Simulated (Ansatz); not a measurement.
**AlH$_{2}$O$_{2}$: geometry relaxation**

- system: AlH$_{2}$O$_{2}$, multiplicity 2
- method: UKS PBE-D4/def2-SVP (Ansatz 0.2.0)

It belongs to a series of runs on one base structure; here: end point B relaxed. Figures and captions count atoms from 1; the log counts them from 0 in places.

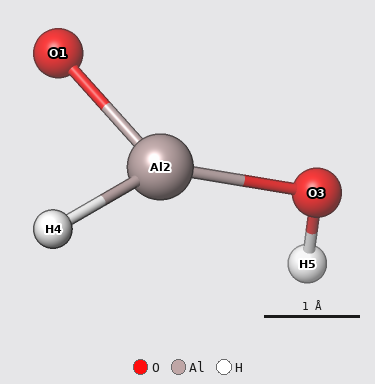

The structure as given in the input (ball-and-stick view, seen at a tilt; atoms are numbered from 1 in the order of the input). Sticks mark near contacts. Bond lengths as drawn: Al–H 1.54 Å, Al–O 1.77 to 1.81 Å and H–O 1.00 Å.

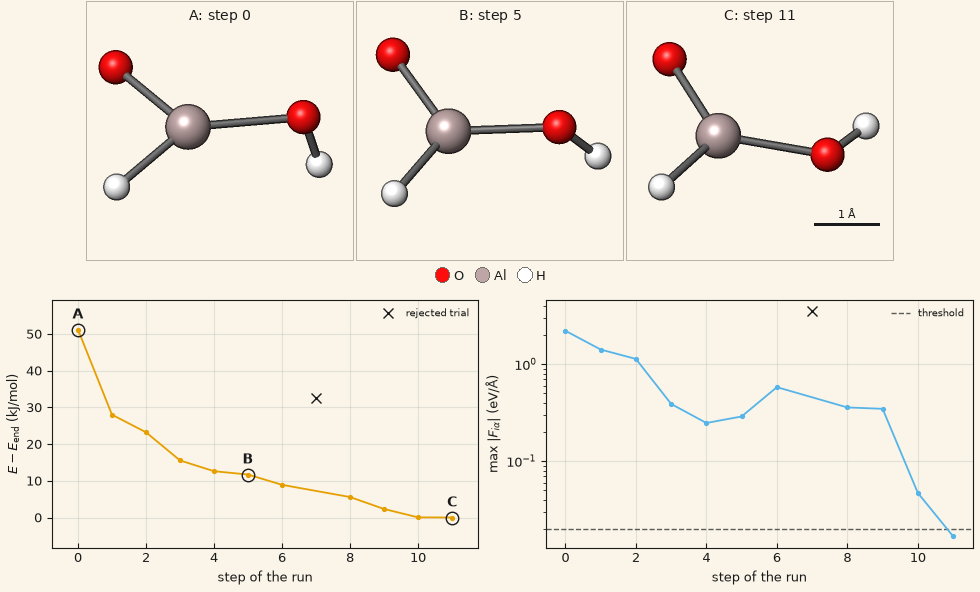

Frames of the relaxation (ball-and-stick view, seen at a tilt) above the curves, on which the letters mark them (the first geometry is step 0 here and step 1 in the log).

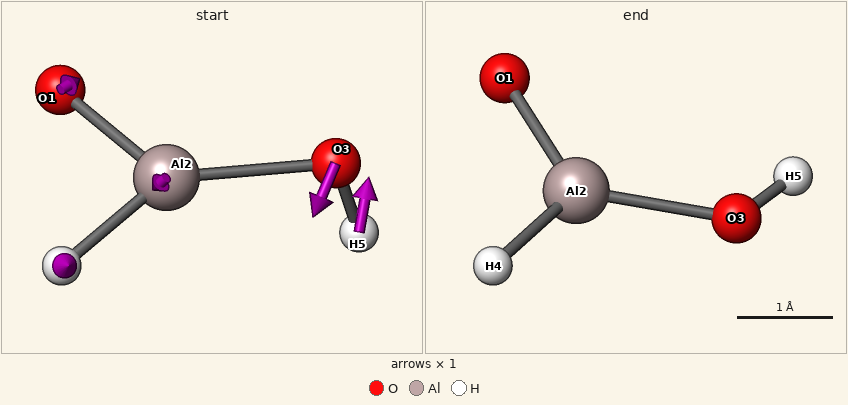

Before (left) and after (right) the relaxation, at one scale (ball-and-stick view, seen at a tilt). The pink arrows give the displacements, at true length. O3 moves most after the best rigid fit: 0.63 Å. By element the largest moves are O 0.63 Å, H 0.60 Å, Al 0.26 Å. Distances before and after: Al2–O3 1.809 → 1.716 Å, Al2–H4 1.540 → 1.584 Å, O3–H5 1.002 → 0.970 Å, O1–Al2 1.769 → 1.752 Å. Among the angles that change: O1–Al2–H4 93.6° → 119.9°, O3–Al2–H4 143.9° → 120.6°, Al2–O3–H5 105.9° → 125.0°. The energy falls by 51.2 kJ/mol in 11 geometry steps. Largest force component: 2.2 eV/Å at the start, 0.017 eV/Å at the end. The line search rejected the trial step at point 7 (counted from 0) and went back. (Atoms are counted from 1 in the order of the input.)

The input that produced these results follows, with the program's output.

The input
```yaml
crystal:
  periodic: [false, false, false]
  atoms:
    - { symbol: O, position_ang: [-1.5954, -0.0803, 0.1092] }
    - { symbol: Al, position_ang: [-0.0181, -0.8802, 0.0556] }
    - { symbol: O, position_ang: [1.4441, -0.0171, 0.6786] }
    - { symbol: H, position_ang: [-0.4979, -1.97451, -0.91593] }
    - { symbol: H, position_ang: [1.8435, 0.4525, -0.1119] }
magnetization:
  spin_polarized: true
  initial_magnetization: 1
basis:
  gaussian: { orbitals: def2-SVP }
hamiltonian:
  xc: pbe
  dispersion: d4
relax:
  f_tol: 0.02
  max_steps: 50
```

Run as:
```bash
ansatz run input.yaml --threads 1 --pin off --max-ram 2048MiB --backend cpu --events-out ev --progress --plain --runs-dir out
```

What the program printed
```
The last accepted step is kept in [file] (removed where the run ends without a failure and the disk answers)
Engine: ansatz 0.2.0, x86_64-unknown-linux-gnu
Functional definition: PBE
  parameter kappa = 0.804
  parameter beta = 0.06672455060314922
  exchange = pbe_x(kappa = kappa, mu = beta*pi^2/3)
  correlation = pbe_c(beta = beta)
595 factors; their error is unknown
mean field evaluation 1: about -10696.6550 eV, gradient 5.6e1 eV
mean field evaluation 2: about -10537.4214 eV, gradient 1.5e2 eV
mean field evaluation 4: about -10708.1062 eV, gradient 1.7e1 eV
mean field evaluation 8: about -10709.5393 eV, gradient 1.4e-1 eV
mean field evaluation 16: about -10709.5140 eV, gradient 2.8e-3 eV
mean field evaluation 32: about -10709.0958 eV, gradient 5.2e0 eV
mean field -10709.51403470 eV, -393.5673816057 hartree, gradient 3.2e-5 eV, S^2 0.753985; 4 other end points of the search recorded, 0 dependent functions left out
the calculation of the forces begins
reference -10709.51406962 eV, -393.5673828893 hartree; 16, 15 occupied and 40, 41 virtual orbitals, 595 factors
relax step   1: F+E_penalty+E_count = -10709.57190583 eV  Δ(F+E_penalty+E_count) = +0.000e0 eV  max|allowed force component| = 2.210e0 eV/Å  Δτ_max = 0.0000 Å  (88 SCF iters, accepted)
these checks for a lower state are left out or cut short: starts, cluster_reference, orbital_swaps, neighbouring_geometries, increment
595 factors; their error is unknown
mean field -10709.75446013 eV, -393.5762170773 hartree, gradient 1.1e-5 eV, S^2 0.753618; 0 other end points of the search recorded, 0 dependent functions left out
the calculation of the forces begins
reference -10709.75449534 eV, -393.5762183715 hartree; 16, 15 occupied and 40, 41 virtual orbitals, 595 factors
relax step   2: F+E_penalty+E_count = -10709.81224866 eV  Δ(F+E_penalty+E_count) = -2.403e-1 eV  max|allowed force component| = 1.416e0 eV/Å  Δτ_max = 0.1932 Å  (39 SCF iters, accepted)
these checks for a lower state are left out or cut short: starts, cluster_reference, orbital_swaps, neighbouring_geometries, increment
595 factors; their error is unknown
mean field -10709.80381140 eV, -393.5780307033 hartree, gradient 1.2e-5 eV, S^2 0.753515; 0 other end points of the search recorded, 0 dependent functions left out
the calculation of the forces begins
reference -10709.80384676 eV, -393.5780320026 hartree; 16, 15 occupied and 40, 41 virtual orbitals, 595 factors
relax step   3: F+E_penalty+E_count = -10709.86179182 eV  Δ(F+E_penalty+E_count) = -4.954e-2 eV  max|allowed force component| = 1.133e0 eV/Å  Δτ_max = 0.0482 Å  (40 SCF iters, accepted)
these checks for a lower state are left out or cut short: starts, cluster_reference, orbital_swaps, neighbouring_geometries, increment
595 factors; their error is unknown
mean field evaluation 64: about -10709.8827 eV, gradient 2.7e-5 eV
mean field -10709.88270925 eV, -393.5809301456 hartree, gradient 9.8e-6 eV, S^2 0.753271; 0 other end points of the search recorded, 0 dependent functions left out
the calculation of the forces begins
reference -10709.88274465 eV, -393.5809314468 hartree; 16, 15 occupied and 40, 41 virtual orbitals, 595 factors
relax step   4: F+E_penalty+E_count = -10709.94128241 eV  Δ(F+E_penalty+E_count) = -7.949e-2 eV  max|allowed force component| = 3.891e-1 eV/Å  Δτ_max = 0.1015 Å  (42 SCF iters, accepted)
these checks for a lower state are left out or cut short: starts, cluster_reference, orbital_swaps, neighbouring_geometries, increment
595 factors; their error is unknown
mean field -10709.91275965 eV, -393.5820344777 hartree, gradient 1.5e-5 eV, S^2 0.753189; 0 other end points of the search recorded, 0 dependent functions left out
the calculation of the forces begins
reference -10709.91279513 eV, -393.5820357816 hartree; 16, 15 occupied and 40, 41 virtual orbitals, 595 factors
relax step   5: F+E_penalty+E_count = -10709.97172806 eV  Δ(F+E_penalty+E_count) = -3.045e-2 eV  max|allowed force component| = 2.473e-1 eV/Å  Δτ_max = 0.0798 Å  (40 SCF iters, accepted)
these checks for a lower state are left out or cut short: starts, cluster_reference, orbital_swaps, neighbouring_geometries, increment
595 factors; their error is unknown
mean field -10709.92194138 eV, -393.5823719001 hartree, gradient 1.0e-5 eV, S^2 0.753134; 0 other end points of the search recorded, 0 dependent functions left out
the calculation of the forces begins
reference -10709.92197684 eV, -393.5823732029 hartree; 16, 15 occupied and 40, 41 virtual orbitals, 595 factors
relax step   6: F+E_penalty+E_count = -10709.98111691 eV  Δ(F+E_penalty+E_count) = -9.389e-3 eV  max|allowed force component| = 2.889e-1 eV/Å  Δτ_max = 0.0594 Å  (37 SCF iters, accepted)
these checks for a lower state are left out or cut short: starts, cluster_reference, orbital_swaps, neighbouring_geometries, increment
595 factors; their error is unknown
mean field evaluation 96: about -10709.9511 eV, gradient 1.2e-5 eV
mean field -10709.95112341 eV, -393.5834443197 hartree, gradient 1.2e-5 eV, S^2 0.753022; 0 other end points of the search recorded, 0 dependent functions left out
the calculation of the forces begins
reference -10709.95115832 eV, -393.5834456026 hartree; 16, 15 occupied and 40, 41 virtual orbitals, 595 factors
relax step   7: F+E_penalty+E_count = -10710.01016864 eV  Δ(F+E_penalty+E_count) = -2.905e-2 eV  max|allowed force component| = 5.796e-1 eV/Å  Δτ_max = 0.1435 Å  (42 SCF iters, accepted)
these checks for a lower state are left out or cut short: starts, cluster_reference, orbital_swaps, neighbouring_geometries, increment
595 factors; their error is unknown
mean field -10709.70634478 eV, -393.5744488708 hartree, gradient 5.8e-6 eV, S^2 0.752969; 0 other end points of the search recorded, 0 dependent functions left out
the calculation of the forces begins
reference -10709.70638056 eV, -393.5744501859 hartree; 16, 15 occupied and 40, 41 virtual orbitals, 595 factors
relax step   8: F+E_penalty+E_count = -10709.76568776 eV  Δ(F+E_penalty+E_count) = +2.445e-1 eV  max|allowed force component| = 3.556e0 eV/Å  Δτ_max = 0.1961 Å  (46 SCF iters, rejected (line search))
these checks for a lower state are left out or cut short: starts, cluster_reference, orbital_swaps, neighbouring_geometries, increment
595 factors; their error is unknown
mean field -10709.98561531 eV, -393.5847118738 hartree, gradient 1.4e-5 eV, S^2 0.752992; 0 other end points of the search recorded, 0 dependent functions left out
the calculation of the forces begins
reference -10709.98565011 eV, -393.5847131524 hartree; 16, 15 occupied and 40, 41 virtual orbitals, 595 factors
relax step   9: F+E_penalty+E_count = -10710.04464570 eV  Δ(F+E_penalty+E_count) = -3.448e-2 eV  max|allowed force component| = 3.579e-1 eV/Å  Δτ_max = 0.0978 Å  (36 SCF iters, accepted)
these checks for a lower state are left out or cut short: starts, cluster_reference, orbital_swaps, neighbouring_geometries, increment
595 factors; their error is unknown
mean field -10710.01935351 eV, -393.5859517295 hartree, gradient 1.3e-5 eV, S^2 0.752963; 0 other end points of the search recorded, 0 dependent functions left out
the calculation of the forces begins
reference -10710.01938815 eV, -393.5859530026 hartree; 16, 15 occupied and 40, 41 virtual orbitals, 595 factors
relax step  10: F+E_penalty+E_count = -10710.07835585 eV  Δ(F+E_penalty+E_count) = -3.371e-2 eV  max|allowed force component| = 3.464e-1 eV/Å  Δτ_max = 0.1000 Å  (38 SCF iters, accepted)
these checks for a lower state are left out or cut short: starts, cluster_reference, orbital_swaps, neighbouring_geometries, increment
595 factors; their error is unknown
mean field evaluation 128: about -10709.7930 eV, gradient 6.7e0 eV
mean field -10710.04288788 eV, -393.5868166019 hartree, gradient 1.2e-5 eV, S^2 0.752936; 0 other end points of the search recorded, 0 dependent functions left out
the calculation of the forces begins
reference -10710.04292234 eV, -393.5868178681 hartree; 16, 15 occupied and 40, 41 virtual orbitals, 595 factors
relax step  11: F+E_penalty+E_count = -10710.10202915 eV  Δ(F+E_penalty+E_count) = -2.367e-2 eV  max|allowed force component| = 4.690e-2 eV/Å  Δτ_max = 0.1345 Å  (41 SCF iters, accepted)
these checks for a lower state are left out or cut short: starts, cluster_reference, orbital_swaps, neighbouring_geometries, increment
595 factors; their error is unknown
mean field -10710.04330159 eV, -393.5868318052 hartree, gradient 2.7e-6 eV, S^2 0.752946; 0 other end points of the search recorded, 0 dependent functions left out
the calculation of the forces begins
reference -10710.04333603 eV, -393.5868330710 hartree; 16, 15 occupied and 40, 41 virtual orbitals, 595 factors
relax step  12: F+E_penalty+E_count = -10710.10243661 eV  Δ(F+E_penalty+E_count) = -4.075e-4 eV  max|allowed force component| = 1.677e-2 eV/Å  Δτ_max = 0.0155 Å  (42 SCF iters, accepted)
595 factors; their error is unknown
mean field evaluation 160: about -10710.0433 eV, gradient 4.9e-2 eV
mean field evaluation 192: about -10709.6373 eV, gradient 2.0e0 eV
mean field -10710.04330159 eV, -393.5868318052 hartree, gradient 2.7e-6 eV, S^2 0.752946; 8 other end points of the search recorded, 0 dependent functions left out
the calculation of the forces begins
reference -10710.04333603 eV, -393.5868330709 hartree; 16, 15 occupied and 40, 41 virtual orbitals, 595 factors
Total energy: -10710.10247105 eV, -393.5890062429 hartree
Atom 0 at    -1.488708     0.191370     0.263020 Å, force     0.008224    -0.004069    -0.001891 eV/Å
Atom 1 at    -0.126243    -0.822882    -0.165176 Å, force     0.007482     0.010104     0.004011 eV/Å
Atom 2 at     1.470496    -0.235747     0.060216 Å, force    -0.016769    -0.008874    -0.004637 eV/Å
Atom 3 at    -0.376345    -2.271078    -0.755882 Å, force     0.001169    -0.000046     0.000373 eV/Å
Atom 4 at     1.697001     0.638727     0.413391 Å, force    -0.000106     0.002885     0.002144 eV/Å
Dipole moment:     0.242915     0.086485     0.032200 e Å
```

Trajectory as extended XYZ (Å, eV, eV/Å), 12 frames, from step=1 to step=12
```
5
Properties=species:S:1:pos:R:3:forces:R:3 step=1 energy=-10709.57191
O    -1.5954   -0.0803    0.1092    0.5589  -0.2140   0.2649
Al   -0.0181   -0.8802    0.0556    0.2342   2.2103   0.7650
O     1.4441   -0.0171    0.6786   -0.8122  -0.5965  -1.5897
H    -0.4979   -1.9745   -0.9159    0.2779  -0.9556  -0.4260
H     1.8435    0.4525   -0.1119   -0.2588  -0.4442   0.9858
5
Properties=species:S:1:pos:R:3:forces:R:3 step=2 energy=-10709.81225
O    -1.6570   -0.0292    0.2098    0.6387  -0.1224  -0.0803
Al   -0.0626   -0.7503   -0.0804   -0.2365   0.3754   0.7479
O     1.4122   -0.0618    0.6476   -0.6748  -0.1265  -1.4164
H    -0.4086   -2.0969   -0.8994    0.3624   0.1566   0.0466
H     1.8922    0.4386   -0.0622   -0.0898  -0.2831   0.7022
5
Properties=species:S:1:pos:R:3:forces:R:3 step=3 energy=-10709.86179
O    -1.6601    0.0067    0.2271    0.5687  -0.1356  -0.0896
Al   -0.0851   -0.7455   -0.0790   -0.1659   0.1306   0.5494
O     1.4009   -0.0849    0.6256   -0.6293  -0.0606  -1.1325
H    -0.3641   -2.1154   -0.9012    0.2631   0.2865   0.1199
H     1.8846    0.4395   -0.0568   -0.0366  -0.2209   0.5528
5
Properties=species:S:1:pos:R:3:forces:R:3 step=4 energy=-10709.94128
O    -1.6516    0.0806    0.2565    0.2669  -0.1217  -0.0213
Al   -0.1367   -0.7622   -0.0508   -0.0053  -0.1092  -0.0027
O     1.3575   -0.1219    0.5685   -0.3086   0.0278  -0.3891
H    -0.2633   -2.1258   -0.9065   -0.0128   0.2425   0.1773
H     1.8702    0.4298   -0.0521    0.0598  -0.0394   0.2358
5
Properties=species:S:1:pos:R:3:forces:R:3 step=5 energy=-10709.97173
O    -1.6148    0.0891    0.2675    0.0019  -0.0114   0.0104
Al   -0.1448   -0.7927   -0.0796    0.1905   0.0636   0.0236
O     1.3324   -0.1195    0.5196   -0.1706  -0.0635  -0.2473
H    -0.2959   -2.1553   -0.8956    0.0143   0.0567   0.0782
H     1.8992    0.4788    0.0038   -0.0361  -0.0454   0.1351
5
Properties=species:S:1:pos:R:3:forces:R:3 step=6 energy=-10709.98112
O    -1.5969    0.1006    0.2811   -0.0877   0.0314  -0.0075
Al   -0.1534   -0.8005   -0.1103    0.1201   0.0589   0.0668
O     1.3180   -0.1351    0.4733    0.2495   0.1985  -0.2889
H    -0.3043   -2.1779   -0.8786   -0.0067  -0.0382  -0.0054
H     1.9129    0.5133    0.0501   -0.2753  -0.2506   0.2351
5
Properties=species:S:1:pos:R:3:forces:R:3 step=7 energy=-10710.01017
O    -1.6012    0.1188    0.2774   -0.0250   0.0290  -0.0176
Al   -0.1634   -0.7950   -0.1204    0.1233  -0.0222   0.0033
O     1.3633   -0.1965    0.3518   -0.2963  -0.5796   0.0151
H    -0.3131   -2.1996   -0.8429   -0.0650  -0.0003   0.0357
H     1.8907    0.5727    0.1497    0.2630   0.5731  -0.0365
5
Properties=species:S:1:pos:R:3:forces:R:3 step=8 energy=-10709.76569 accepted=F
O    -1.5356    0.1421    0.2910   -0.0810   0.0409  -0.0670
Al   -0.1629   -0.8330   -0.1858   -0.4879   0.0968   0.1601
O     1.3663   -0.2435    0.2069    2.7859   3.5560   0.3383
H    -0.3854   -2.2615   -0.7985    0.0108  -0.1560  -0.1054
H     1.8937    0.6962    0.3019   -2.2278  -3.5376  -0.3260
5
Properties=species:S:1:pos:R:3:forces:R:3 step=9 energy=-10710.04465
O    -1.5710    0.1376    0.2718    0.0110   0.0144  -0.0286
Al   -0.1538   -0.8095   -0.1322   -0.0170   0.0495   0.0329
O     1.3977   -0.2359    0.2817    0.3579   0.3272  -0.1540
H    -0.3432   -2.2195   -0.8232   -0.0372  -0.0507   0.0149
H     1.8465    0.6277    0.2175   -0.3147  -0.3404   0.1348
5
Properties=species:S:1:pos:R:3:forces:R:3 step=10 energy=-10710.07836
O    -1.5429    0.1579    0.2657    0.0240   0.0118  -0.0194
Al   -0.1428   -0.8140   -0.1404   -0.0026   0.0052   0.0115
O     1.4378   -0.2554    0.1966    0.2220   0.3304  -0.0802
H    -0.3616   -2.2392   -0.7996   -0.0163  -0.0009   0.0343
H     1.7857    0.6511    0.2933   -0.2271  -0.3464   0.0539
5
Properties=species:S:1:pos:R:3:forces:R:3 step=11 energy=-10710.10203
O    -1.4945    0.1853    0.2618   -0.0132   0.0164   0.0052
Al   -0.1273   -0.8223   -0.1621   -0.0082   0.0247   0.0088
O     1.4665   -0.2388    0.0725    0.0365   0.0014  -0.0132
H    -0.3759   -2.2644   -0.7588   -0.0047  -0.0469  -0.0143
H     1.7073    0.6406    0.4020   -0.0104   0.0044   0.0134
5
Properties=species:S:1:pos:R:3:forces:R:3 step=12 energy=-10710.10244
O    -1.4887    0.1914    0.2630    0.0082  -0.0041  -0.0019
Al   -0.1262   -0.8229   -0.1652    0.0075   0.0101   0.0040
O     1.4705   -0.2357    0.0602   -0.0168  -0.0089  -0.0046
H    -0.3763   -2.2711   -0.7559    0.0012   0.0000   0.0004
H     1.6970    0.6387    0.4134   -0.0001   0.0029   0.0021
```

Key numbers

```json
{"quantity": "outcome", "value": "converged"}
{"quantity": "total energy", "value": "−10710.1025 eV"}
{"quantity": "mean-field energy", "value": "−10710.0433 eV"}
{"quantity": "⟨S²⟩", "value": "0.753"}
{"quantity": "largest force (length of the vector) at the end", "value": "0.020 eV/Å"}
{"quantity": "hardware", "value": "1 thread of Intel Xeon @ 2.70GHz, 189 GiB of memory available, shared host"}
{"quantity": "wall time", "value": "32 s"}
{"quantity": "peak memory", "value": "0.14 GiB"}
```
